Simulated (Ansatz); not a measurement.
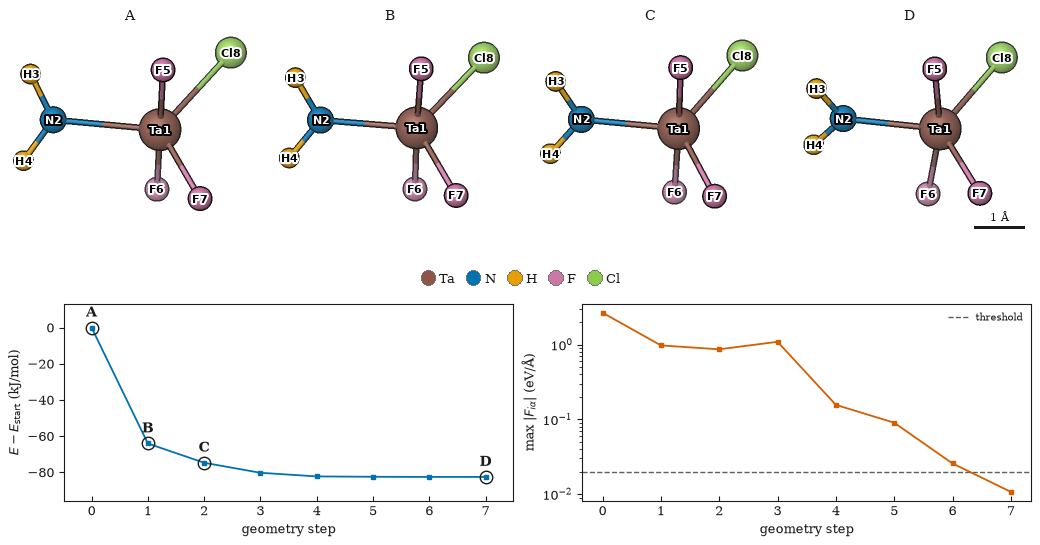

Frames of a relaxation of TaNH2ClF3, marked on the history of the run. Style: ball-and-stick. Shown at a tilt.

The run prepares the start of a later molecular dynamics calculation, from a guessed geometry.

The calculation used RKS PBE/def2-SVP (Ansatz 0.2.0). (no spin polarisation; force threshold 0.02 eV/Å; at most 40 steps)

Q: Describe the path.

A: Over 7 geometry steps the energy falls by 82.5 kJ/mol. Largest force component: 2.7 eV/Å at the start, 0.011 eV/Å at the end. The largest move after the best rigid fit is that of H4, 0.54 Å. Largest moves by element: H 0.54 Å, F 0.25 Å, Cl 0.21 Å, N 0.21 Å, Ta 0.02 Å. Among the contacts that change: Ta1–N2 2.160 → 1.965 Å, Ta1–Cl8 2.470 → 2.321 Å, Ta1–F7 1.930 → 1.890 Å, N2–H3 1.060 → 1.025 Å. Bond angles that change, for instance: F5–Ta1–F6 180.0° → 168.4°, H3–N2–H4 120.0° → 112.8°, N2–Ta1–F5 90.0° → 85.0°. Groups turn about Ta1–N2 by about 35°. From step 0 to 1: Cl8 moves most (0.20 Å), energy −64.0 kJ/mol. From step 1 to 2: H4 moves most (0.19 Å), energy −10.7 kJ/mol. From step 2 to 7: H4 moves most (0.26 Å), energy −7.83 kJ/mol.
